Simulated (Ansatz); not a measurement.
# A family of molecules: the dipole moment

One atom is swapped for its congeners: CH2Cl2 (dichloromethane) `ClCCl`; SiH2Cl2 (dichlorosilane (DCS)) `Cl[SiH2]Cl`; GeH2Cl2 (dichlorogermane) `[Cl][GeH2][Cl]`; SnH2Cl2 `[Cl][SnH2][Cl]`. All are singlets with charge 0.

Shapes, held fixed at every level: PBE0-D4/def2-TZVP. Programs: Ansatz 0.2.0. Values in D.

```
               level  CH2Cl2  SiH2Cl2  GeH2Cl2  SnH2Cl2
   PBE-D4/def2-TZVPP    1.56     1.04     1.82     2.46
r2SCAN-D4/def2-TZVPP    1.66     1.11     1.92     2.59
 B3LYP-D4/def2-TZVPP    1.63     1.14     1.92     2.57
  wB97M-V/def2-TZVPP    1.63     1.13     1.96     2.62
            measured    1.60     1.13        –        –
```

At wB97M-V/def2-TZVPP the dipole moment isn't monotonic: it is largest for Sn and smallest for Si (2.62 and 1.13 D). Every level shows the same order. Measured values: NIST CCCBDB. For atoms past krypton def2 sets carry core potentials with scalar relativity. Relativity is left out for Ge unless named.

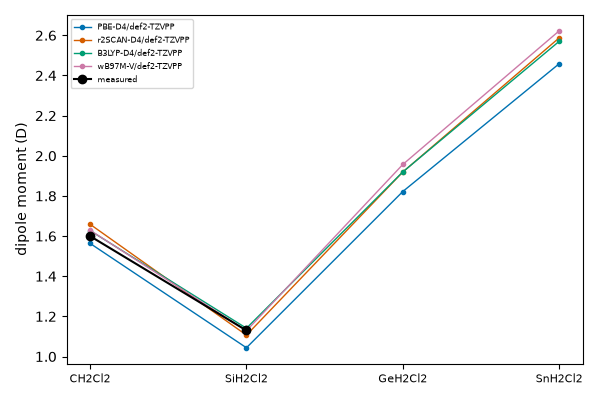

The trend along the series, level by level.
